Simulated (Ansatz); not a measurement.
BH₃Cl: several calculations on one system

Part 1: Relaxation

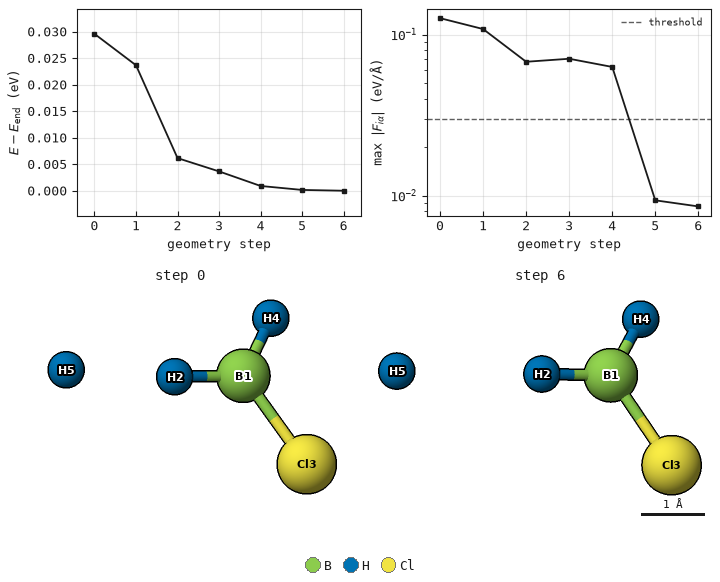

First and last geometry of a relaxation of BH$_{3}$Cl (multiplicity 2), with the history of the run. Style: ball-and-stick. Shown at a tilt.

The run prepares an end point of a later path (reaction) calculation, from a guessed geometry.

Theory: UKS B3LYP-D4/6-31G* (Ansatz). Settings: collinear spin; force threshold 0.03 eV/Å; at most 50 steps.

What do the curves and the structures tell?

It converged. The energy falls by 0.030 eV in 6 geometry steps. Largest force component: 0.13 eV/Å at the start, 0.0086 eV/Å at the end. The atom that moves furthest after the best rigid fit is H5 (0.51 Å). Largest moves by element: H 0.51 Å, B 0.13 Å, Cl 0.08 Å.

Part 2: Relaxation

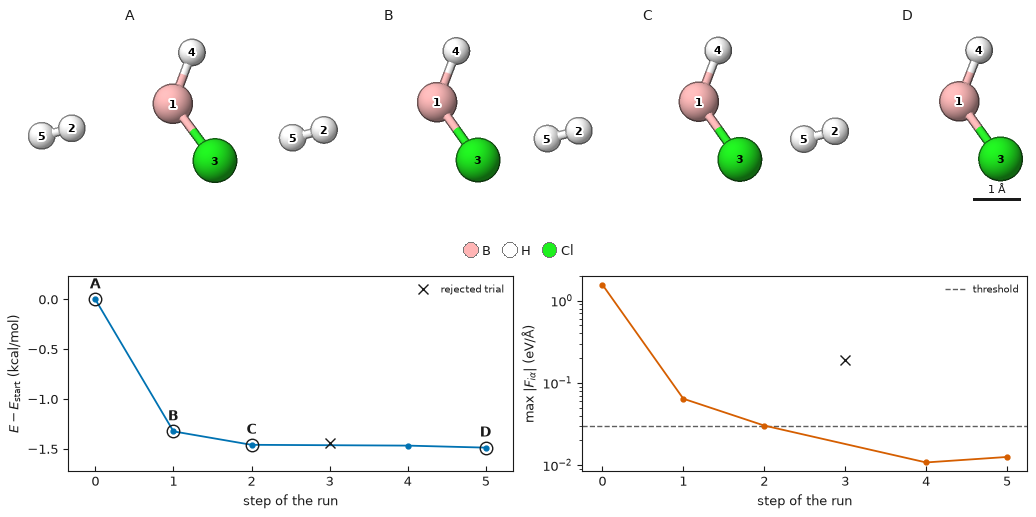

Frames of a relaxation of BH$_{3}$Cl (multiplicity 2), marked on the history of the run. The picture is a ball-and-stick view, seen at a tilt.

The run prepares an end point of a later path (reaction) calculation, from a guessed geometry.

All numbers below come from Ansatz, UKS B3LYP-D4/6-31G*. Settings: collinear spin; force threshold 0.03 eV/Å; at most 50 steps.

What happens along the run?

Answer. Over 4 accepted moves (5 points after the start) the energy falls by 1.49 kcal/mol. Largest force component: 1.6 eV/Å at the start, 0.013 eV/Å at the end. The line search rejected the trial step at point 3 of the run. The atom that moves furthest after the best rigid fit is H5 (0.35 Å). Largest moves by element: H 0.35 Å, B 0.23 Å, Cl 0.20 Å. Among the contacts that change: H2–H5 0.712 → 0.745 Å. From step 0 to 1: H5 moves most (0.19 Å), energy −1.32 kcal/mol. From step 1 to 2: H atoms move most (0.10 Å), energy −0.13 kcal/mol. From step 2 to 5: H atoms move most (0.06 Å), energy −0.03 kcal/mol.

Limits of the set-up: the start holds two separate molecules, 2.4 Å apart at their closest, whose relative position is a soft coordinate.

Part 3: Path

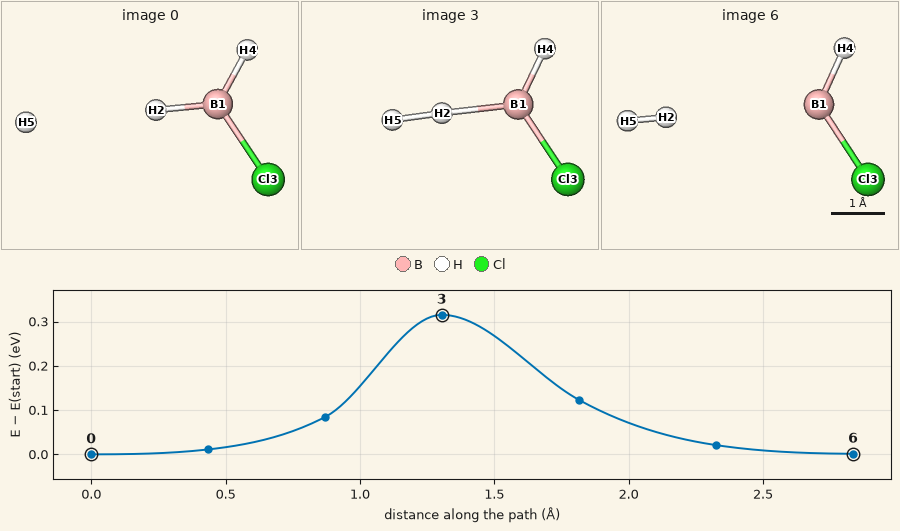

NEB run on BH3Cl (multiplicity 2), made up at the start of BH₂Cl and H. Images are numbered from 0 (start) to 6 (end). A ball-and-stick model, seen face on.

These are results of UKS B3LYP-D4/6-31G* in Ansatz 0.2.0, not measurements. Set-up: 5 movable images; climbing image; force threshold 0.03 eV/Å; iteration limit 60; starting path through a guess of the saddle point.

Q: Describe the mechanism and the energy profile.

A: The barrier is about 0.32 eV in both directions, with image 3 at the top; the ends have nearly the same energy. A hydrogen atom shifts from one atom to another. Breaking: B1–H2 (1.19 → 1.47 at the top → 2.94 Å). Forming: H2–H5 (2.51 → 0.96 at the top → 0.74 Å). The band converged in 10 iterations. The largest component of the band force went from 2.3 to 0.015 eV/Å. The climbing image converged on the top of the path. Its vibrational analysis gives 2 imaginary modes over 30i cm⁻¹, so it isn't confirmed as a transition state.

Limits of the set-up: the start holds two separate molecules, 2.5 Å apart at their closest, whose relative position is a soft coordinate.
